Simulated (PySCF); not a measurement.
# AlH (SMILES [AlH]): CCSDT/aug-cc-pVDZ

Aim: the vertical singlet–triplet gap of AlH at CCSDT/aug-cc-pVDZ, from 2 runs. Input form: a Python script.

Program for the calculation: PySCF 2.14.0.

5 further runs of the same task are left out: 5 set aside as unsound or not needed.

## 1. The system as given

The species is AlH (2 atoms), meant as a singlet with charge 0. As SMILES, `[AlH]`. Geometry: a GFN2-xTB relaxation, a rough one for these elements and not checked as a minimum.

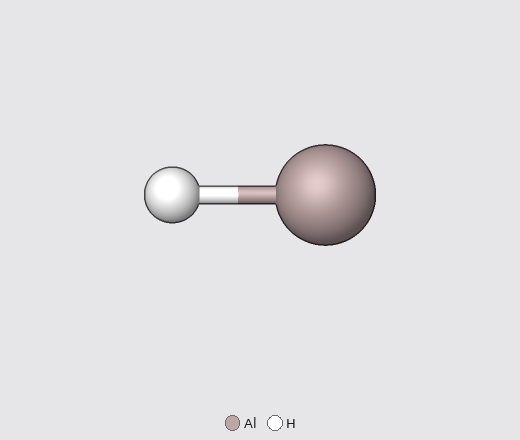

Viewed from a chosen angle; aluminium light grey, hydrogen white.

## 2. The energy at CCSDT/aug-cc-pVDZ

calc.py reads:

```python
# AlH
from pyscf import gto, cc

system = gto.Mole()
system.atom = 'Al 0.000000 0.000000 0.000000; H 0.000000 0.000000 1.613470'
system.max_memory = 1860
system.basis = 'aug-cc-pvdz'
system.charge = 0
system.verbose = 4
system.build()

calc0 = system.RHF()
calc0.conv_tol = 1e-10
calc0.kernel()
if not calc0.converged:
    calc0 = calc0.newton().run(calc0.mo_coeff, calc0.mo_occ)

mycc = cc.CCSDT(calc0, frozen=5)
mycc.kernel()
e_tot = mycc.e_tot
print('Final energy', e_tot)
```

Started as:

```console
$ OMP_NUM_THREADS=1 python calc.py
```

Standard output:

```text
PySCF version 2.14.0

[INPUT] num. atoms = 2
[INPUT] num. electrons = 14
[INPUT] charge = 0
[INPUT] spin (= nelec alpha-beta = 2S) = 0
[INPUT] symmetry False subgroup None
[INPUT] Mole.unit = angstrom
[INPUT] Symbol           X                Y                Z      unit          X                Y                Z       unit  Magmom
[INPUT]  1 Al     0.000000000000   0.000000000000   0.000000000000 AA    0.000000000000   0.000000000000   0.000000000000 Bohr   0.0
[INPUT]  2 H      0.000000000000   0.000000000000   1.613470000000 AA    0.000000000000   0.000000000000   3.049016410202 Bohr   0.0

nuclear repulsion = 4.26367006635388
number of shells = 13
number of NR pGTOs = 61
number of NR cGTOs = 36
basis = aug-cc-pvdz
ecp = {}

[... 35 lines left out ...]
converged SCF energy = -242.453957523652
[... 16 lines left out ...]
WARN: A large `blksize` is being used, which may cause large memory consumption
[... 3 lines left out ...]
WARN: A large `blksize_oovv` is being used, which may cause large memory consumption
[... 3 lines left out ...]
WARN: A large `blksize_oooo` is being used, which may cause large memory consumption
[... 6 lines left out ...]
Init t2, MP2 energy = -242.507973720972  E_corr(MP2) -0.054016197319
[... 13 lines left out ...]
RCCSDT converged
[... 3 lines left out ...]
Final energy -242.53174838638648
```

It took 2.6 s on 1 thread of Arm Neoverse V1, shared host; peak memory 0.17 GiB.

## 3. The triplet

run.py reads:

```python
from pyscf import gto, scf, cc

system = gto.Mole()
system.atom = [
    ('Al', (0.000000, 0.000000, 0.000000)),
    ('H', (0.000000, 0.000000, 1.613470)),
]
system.spin = 2
system.max_memory = 1860
system.verbose = 4
system.basis = 'aug-cc-pvdz'
system.build()

calc0 = scf.UHF(system)
calc0.conv_tol = 1e-10
calc0.kernel()
if not calc0.converged:
    calc0 = calc0.newton().run(calc0.mo_coeff, calc0.mo_occ)

mycc = cc.CCSDT(calc0, frozen=5)
mycc.kernel()
e_tot = mycc.e_tot
print('E(%s) = %.9f' % ('CCSDT', e_tot))
```

Started as:

```console
$ OMP_NUM_THREADS=1 python run.py
```

Standard output:

```text
PySCF version 2.14.0

[INPUT] num. atoms = 2
[INPUT] num. electrons = 14
[INPUT] charge = 0
[INPUT] spin (= nelec alpha-beta = 2S) = 2
[INPUT] symmetry False subgroup None
[INPUT] Mole.unit = angstrom
[INPUT] Symbol           X                Y                Z      unit          X                Y                Z       unit  Magmom
[INPUT]  1 Al     0.000000000000   0.000000000000   0.000000000000 AA    0.000000000000   0.000000000000   0.000000000000 Bohr   0.0
[INPUT]  2 H      0.000000000000   0.000000000000   1.613470000000 AA    0.000000000000   0.000000000000   3.049016410202 Bohr   0.0

nuclear repulsion = 4.26367006635388
number of shells = 13
number of NR pGTOs = 61
number of NR cGTOs = 36
basis = aug-cc-pvdz
ecp = {}

[... 18 lines left out ...]
[... the frontier-level lines of each cycle are left out ...]
[... 3 lines left out ...]
[... 46 lines left out ...]
converged SCF energy = -242.41155312003  <S^2> = 2.0079277  2S+1 = 3.0052805
[... 17 lines left out ...]
WARN: A large `blksize_v_aaa` is being used, which may cause large memory consumption
[... 3 lines left out ...]
WARN: A large `blksize_v_aab` is being used, which may cause large memory consumption
[... 6 lines left out ...]
Init t2, MP2 energy = -0.036039617936263
[... 15 lines left out ...]
UCCSDT converged
[... 3 lines left out ...]
E(CCSDT) = -242.464317668
```

It took 5.7 s on 1 thread of Arm Neoverse V1, shared host; peak memory 0.19 GiB.

## 4. Results

Level: CCSDT/aug-cc-pVDZ, 5 core orbitals frozen.

```
                                                           quantity          value
                                              singlet: total energy  -242.53175 Eh
                      singlet: dipole moment (Hartree–Fock density)         0.29 D
                       singlet: HOMO energy (Hartree–Fock orbitals)       -7.81 eV
                       singlet: LUMO energy (Hartree–Fock orbitals)        0.37 eV
                     singlet: HOMO–LUMO gap (Hartree–Fock orbitals)        8.18 eV
               singlet: correlation energy (5 core orbitals frozen)      -77.8 mEh
                                             singlet: T1 diagnostic          0.013
                                              triplet: total energy  -242.46432 Eh
                      triplet: dipole moment (Hartree–Fock density)         0.65 D
triplet: HOMO energy (Hartree–Fock orbitals) (highest over α and β)       -6.47 eV
 triplet: LUMO energy (Hartree–Fock orbitals) (lowest over α and β)       -0.16 eV
               triplet: correlation energy (5 core orbitals frozen)      -52.8 mEh
                         triplet: ⟨S²⟩ of the reference determinant          2.008
                                             triplet: T1 diagnostic          0.030
                   vertical energy of the triplet above the singlet       1.835 eV
```

What this shows: At this shape the triplet lies 1.83 eV (42 kcal/mol) above the singlet.
